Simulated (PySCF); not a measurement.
SMILES N[Se]Cl at its CAM-B3LYP/def2-SVP optimised geometry (Å):

```
5

Se    -0.8898    -1.1239     0.0000
Cl     1.3441    -1.1239     0.0000
N     -1.3441     0.5964     0.0000
H     -1.1561     1.1239    -0.8480
H     -1.1559     1.1237     0.8481
```

Method: CAM-B3LYP/def2-TZVP (PySCF). Cells within 0.4 Å of a nucleus heavier than hydrogen are left out (blank, or x).

Map of the electrostatic potential (hartree/e), clipped to [-0.08, 0.12] on the plane z = 0.0 Å:

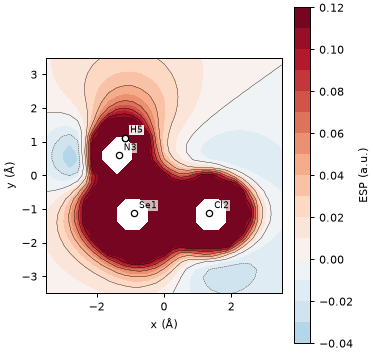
*Electrostatic potential (hartree/e), clipped to [-0.08, 0.12] on the plane z = 0.0 Å.*
